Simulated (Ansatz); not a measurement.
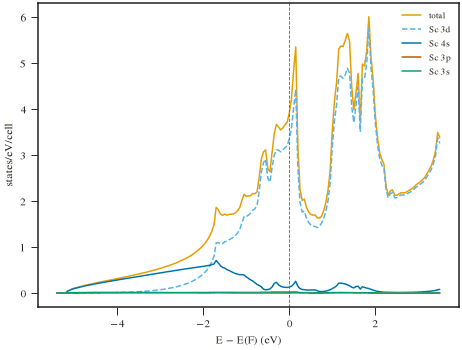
Fig. 1. Total and projected density of states of Sc (hcp (Mg type), space group No. 194), PBEsol (plane waves, PAW; program Ansatz)

### Question
Which orbitals carry the states next to the Fermi level?

### Answer
Within 0.5 eV of the Fermi level: Sc 3d 86 %, outside the projected shells 9 %. Projections are on Löwdin-orthogonalised atomic valence shells; empty p or d shells of many metals are not among them.

Space group P6_3/mmc (hcp (Mg type)). The cell was relaxed with PBEsol under the symmetry of its start. The run is not spin-polarised.

Potentials: the earlier of the program's two PAW sets. The files were generated under PBE; for other functionals the program regenerates the frozen cores, and for LDA and PBEsol the local potential too.
